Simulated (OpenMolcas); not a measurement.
# SnHClOF2 (SMILES [OH][Sn]([F])([F])[Cl]) at 4 levels

Wanted: a comparison of 4 runs (HF/3-21G, M06-L/def2-SVP, SVWN5/def2-SVP, TPSS/def2-SVP) of SnHClOF2. 

The calculation is run with OpenMolcas 26.06.

### 1 The structure to begin with

SnHClOF2 has 6 atoms, charge 0, and is taken as a singlet. SMILES: `[OH][Sn]([F])([F])[Cl]`. The O1–H6 distance was set to 1.732 Å, away from the relaxed value. At this shape a bond of the SMILES string is far longer than usual.

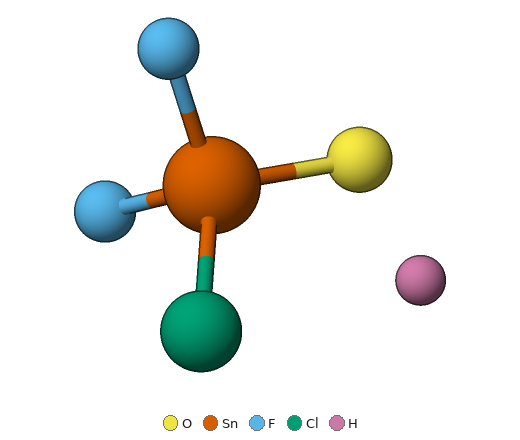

The structure, seen from a chosen angle (oxygen yellow, tin orange, fluorine blue, chlorine teal, hydrogen pink).

### 2 The energy at HF/3-21G (run 1)

calc.input

```
&GATEWAY
BasLib = $CurrDir
Coord
6
angstrom
O        0.216798      -0.073459       1.511340
Sn       0.933198      -0.533059      -0.212460
F        2.663298      -1.213859       0.091740
F       -0.062502      -1.944459      -0.984660
Cl       1.010198       1.183241      -1.709360
H       -1.315000       0.730600       1.432500
Basis = 3-21G
Group = NoSym
&SEWARD
&SCF
Thresholds = 1e-10 1e-07 1e-07 1e-05
PrOrbitals = 1 1
```

The basis set 3-21G is read from a file made from the Basis Set Exchange's data (not shown).

Launch:

```sh
export MOLCAS_MEM=1860
pymolcas calc.input > calc.log
```

What it wrote:

```text
--- Start Module: gateway ---
[...]
--- Stop Module: gateway /rc=_RC_ALL_IS_WELL_ ---
--- Start Module: seward ---
[...]
      Basis functions           73
--- Stop Module: seward /rc=_RC_ALL_IS_WELL_ ---
[...]
--- Start Module: scf ---
[...]
       Convergence after  17 Iterations
[...]
::    Total SCF energy                              -6726.3970404042
[...]
      Total spin, S                                     0.0000000000
[...]
      Total electronic charge=   94.000000
      Total            charge=   -0.000000
[...]
      Dipole Moment (debye):
      Origin of the operator (angstrom)=    0.9471   -0.3954   -0.3650
                   X= -2.4002E+00               Y=  1.4047E+00               Z=  1.0470E+00           Total=  2.9716E+00
      Quadrupole Moment (debye*angstrom):
[...]
--- Stop Module: scf /rc=_RC_ALL_IS_WELL_ ---
[...]
```

Wall time 3.6 s (1 thread of Intel Xeon 6975P-C (Granite Rapids), shared host); peak memory 0.42 GiB.

### 3 The energy at M06-L/def2-SVP (core potential) (run 2)

job.input

```
* ClF2HOSn Kohn-Sham DFT

&GATEWAY
  BasLib = $CurrDir
  Coord
  6
  bohr
  O      0.40968884    -0.13881739     2.85601868
  Sn     1.76348864    -1.00733552    -0.40149121
  F      5.03290381    -2.29386106     0.17336347
  F     -0.11811166    -3.67449497    -1.86073773
  Cl     1.90899755     2.23600143    -3.23022225
  H     -2.48498985     1.38063391     2.70703267
  Basis = def2-SVP
  Group = NoSym

&SEWARD
  GridInput
  Grid=UltraFine
  End of Grid

&SCF
  KSDFT = M06L
  Thresholds = 1e-10 1e-07 1e-07 1e-05
  PrOrbitals = 1
```

The basis set def2-SVP is read from a file made from the Basis Set Exchange's data (not shown).

Launch:

```sh
export MOLCAS_MEM=1860
pymolcas job.input > job.log
```

What it wrote:

```text
--- Start Module: gateway ---
[...]
--- Stop Module: gateway /rc=_RC_ALL_IS_WELL_ ---
--- Start Module: seward ---
[...]
      Basis functions           91
--- Stop Module: seward /rc=_RC_ALL_IS_WELL_ ---
[...]
--- Start Module: scf ---
[...]
       Convergence after  25 Iterations
[...]
::    Total KS-DFT energy                            -949.7403707819
[...]
      Total spin, S                                     0.0000000000
[...]
      Total electronic charge=   66.000000
      Total            charge=   -0.000000
[...]
      Dipole Moment (debye):
      Origin of the operator (angstrom)=    0.9471   -0.3954   -0.3650
                   X= -2.3460E+00               Y=  2.0349E+00               Z=  7.0190E-01           Total=  3.1839E+00
      Quadrupole Moment (debye*angstrom):
[...]
--- Stop Module: scf /rc=_RC_ALL_IS_WELL_ ---
[...]
```

Wall time 29 s (1 thread of Intel Xeon 6975P-C (Granite Rapids), shared host); peak memory 0.5 GiB.

Run 3 isn't shown in full; the table further down has it.

### 4 A single-point energy at TPSS/def2-SVP (core potential) (run 4)

mol.inp

```
>>> EXPORT MOLCAS_PRINT=2

&GATEWAY
  BasLib=$CurrDir
  Coord
  6
  angstrom
  O        0.216798      -0.073459       1.511340
  Sn       0.933198      -0.533059      -0.212460
  F        2.663298      -1.213859       0.091740
  F       -0.062502      -1.944459      -0.984660
  Cl       1.010198       1.183241      -1.709360
  H       -1.315000       0.730600       1.432500
  Basis=def2-SVP
  Group=NoSym

&SEWARD
  GridInput
  Grid=UltraFine
  End of Grid

&SCF
  KSDFT=2
  1.0 MGGA_X_TPSS
  1.0 MGGA_C_TPSS
  Thresholds=1e-10 1e-07 1e-07 1e-05
  PrOrbitals=1 1
```

The basis set def2-SVP is read from a file made from the Basis Set Exchange's data (not shown).

Launch:

```sh
export MOLCAS_MEM=1860
pymolcas mol.inp > mol.log
```

What it wrote:

```text
--- Start Module: gateway ---
[...]
--- Stop Module: gateway /rc=_RC_ALL_IS_WELL_ ---
--- Start Module: seward ---
[...]
      Basis functions           91
--- Stop Module: seward /rc=_RC_ALL_IS_WELL_ ---
[...]
--- Start Module: scf ---
[...]
       Convergence after  24 Iterations
[...]
::    Total KS-DFT energy                            -949.5638092956
[...]
      Total spin, S                                     0.0000000000
[...]
      Total electronic charge=   66.000000
      Total            charge=   -0.000000
[...]
      Dipole Moment (debye):
      Origin of the operator (angstrom)=    0.9471   -0.3954   -0.3650
                   X= -2.2137E+00               Y=  1.9636E+00               Z=  6.6572E-01           Total=  3.0330E+00
      Quadrupole Moment (debye*angstrom):
[...]
--- Stop Module: scf /rc=_RC_ALL_IS_WELL_ ---
[...]
```

Run time: 28 s. Hardware: 1 thread of Intel Xeon 6975P-C (Granite Rapids), shared host; peak memory 0.5 GiB.

### 5 All runs side by side

| run | level | integration grid | energy (Eh) | dipole moment (D) | HOMO energy (eV) | LUMO energy (eV) | wall time |
| --- | --- | --- | --- | --- | --- | --- | --- |
| 1 | HF/3-21G | – | -6726.397040 | 2.97 | -13.23 | -0.44 | 3.6 s |
| 2 | M06-L/def2-SVP (core potential) | UltraFine | -949.740371 | 3.18 | -8.14 | -5.49 | 29 s |
| 3 | SVWN5/def2-SVP (core potential) | UltraFine | -945.998004 | 3.43 | -7.75 | -5.73 | 17 s |
| 4 | TPSS/def2-SVP (core potential) | UltraFine | -949.563809 | 3.03 | -7.89 | -5.58 | 28 s |

### 6 Summary of results

| quantity | value |
| --- | --- |
| run 4: total energy | -949.56381 Eh |
| run 4: dipole moment | 3.03 D |
| run 4: HOMO energy | -7.89 eV |
| run 4: LUMO energy | -5.58 eV |
| run 4: HOMO–LUMO gap | 2.31 eV |

In words: The dipole moment (its size) runs from 2.97 D (HF/3-21G) to 3.43 D (SVWN5/def2-SVP). The two ends differ in method and basis and core potential. The HOMO–LUMO gap runs from 2.02 eV (SVWN5/def2-SVP) to 12.79 eV (HF/3-21G). Totals of different functionals can't be ranked against each other. Some runs of one species differ in core potentials or relativity; totals across that change don't compare. In runs 1, 2, 3, 4 a closed-shell determinant meets a far-stretched bond, which it describes badly. In run 1 relativity is left out where basis or elements ask for it. All runs together took 78 s, the longest 29 s.
